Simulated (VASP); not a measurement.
Band structure of RuAl (relaxed from the zinc blende structure, space group F-43m). Level of theory: PBEsol GGA, VASP's PBE PAW potentials (set 64) (plane waves; VASP).

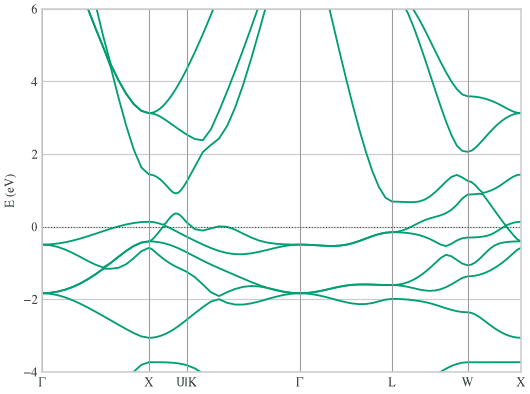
Fig. 1. Bands along high-symmetry lines, zero at the valence-band maximum or, without a gap, the Fermi level

Question: Read the plot: is there a gap, and where are the band edges?

Answer: It has no gap at this level: it comes out as a metal or semimetal. (Edges off the drawn lines would not show.)

The structure was generated: RuAl was put into the zinc blende type (F-43m), which need not be its known phase. It was relaxed first, which changed the volume by -31 %. The electron count is odd and the run is not spin-polarised, which forces a metal.
